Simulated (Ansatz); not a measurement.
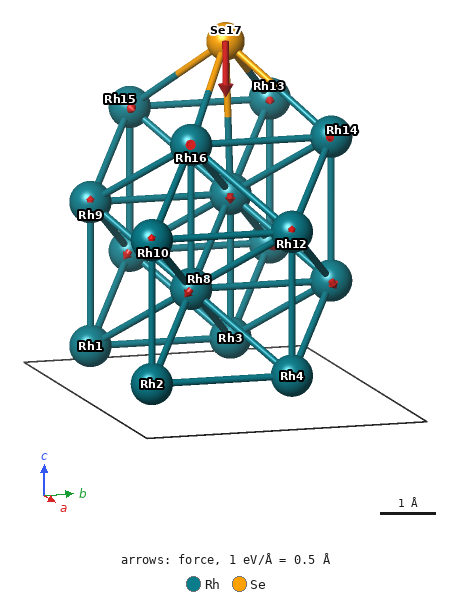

Starting geometry of a slab of composition Rh16Se with the computed forces as red arrows. Style: ball-and-stick. Shown: the cell of the calculation, outlined in the plane, without the vacuum (origin shifted), slightly off an axis.

It is Se on Rh(110), set down by a guess. The run prepares an end point of a later path (adatom hop) calculation, from a guessed geometry. 4 atoms are held fixed.

Method: DFT PBE-D3(BJ), scalar-relativistic, plane waves, PAW in Ansatz.

Input file:
```yaml
crystal:
  lattice:
    - [7.6, 0.0, 0.0]
    - [0.0, 5.374012, 0.0]
    - [0.0, 0.0, 17.030509]
  atoms:
    - { symbol: Rh, position: [0.25, 0.25, 0.0587182] }
    - { symbol: Rh, position: [0.75, 0.25, 0.0587182] }
    - { symbol: Rh, position: [0.25, 0.75, 0.0587182] }
    - { symbol: Rh, position: [0.75, 0.75, 0.0587182] }
    - { symbol: Rh, position: [0.0, 0.0, 0.1376062] }
    - { symbol: Rh, position: [0.5, 0.0, 0.1376062] }
    - { symbol: Rh, position: [0.0, 0.5, 0.1376062] }
    - { symbol: Rh, position: [0.5, 0.5, 0.1376062] }
    - { symbol: Rh, position: [0.25, 0.25, 0.2164942] }
    - { symbol: Rh, position: [0.75, 0.25, 0.2164942] }
    - { symbol: Rh, position: [0.25, 0.75, 0.2164942] }
    - { symbol: Rh, position: [0.75, 0.75, 0.2164942] }
    - { symbol: Rh, position: [0.0, 0.0, 0.2953822] }
    - { symbol: Rh, position: [0.5, 0.0, 0.2953822] }
    - { symbol: Rh, position: [0.0, 0.5, 0.2953822] }
    - { symbol: Rh, position: [0.5, 0.5, 0.2953822] }
    - { symbol: Se, position: [0.2570579, 0.7292402, 0.3846338] }
basis:
  ecutwfc: 420.0
kpoints:
  mp_grid: { grid: [2, 3, 1] }
hamiltonian:
  xc: pbe
  dispersion: d3bj
scf:
  occupations: { method: gaussian, width: 0.05 }
  lower_state_search: "off"
relax:
  f_tol: 0.03
  max_steps: 60
  adjacent_minimum: "off"
  constraints: [{ sites: [0, 1, 2, 3] }]
```

Run as
```bash
ansatz run input.yaml --threads 4 --pin off --max-ram 10240MiB --backend cpu --events-out ev --progress --plain --runs-dir out
```

What follows when this structure is relaxed?

Answer. It isn't relaxed: the largest force vector, on Se17, is 2.10 eV/Å. The final displacements follow the starting forces only in part (cosine between the two patterns 0.84). The energy falls by 0.806 eV per cell of the calculation in 6 accepted moves (7 points after the start). The largest force component goes from 2.1 to 0.011 eV/Å. The line search rejected the trial step at point 6 of the run. Se17 moves most: 0.56 Å at 12° to the normal (−c side). By element the largest moves are Se 0.56 Å, Rh 0.16 Å. The cell stays as it was. Among the contacts that change: Rh11–Se17 2.866 → 2.483 Å, Rh13–Se17 2.871 → 2.596 Å, Rh14–Se17 2.799 → 2.595 Å, Rh15–Se17 2.765 → 2.591 Å. Bond angles that change, for instance: Rh13–Se17–Rh16 113.6° → 128.7°, Rh13–Se17–Rh14 84.1° → 94.4°, Rh11–Se17–Rh13 55.9° → 64.3°.

Limits of the set-up: the k-point mesh is coarse for a cell with partly filled bands; the periodic images lie only 5.4 Å apart, so the values are limited by the cell's size.
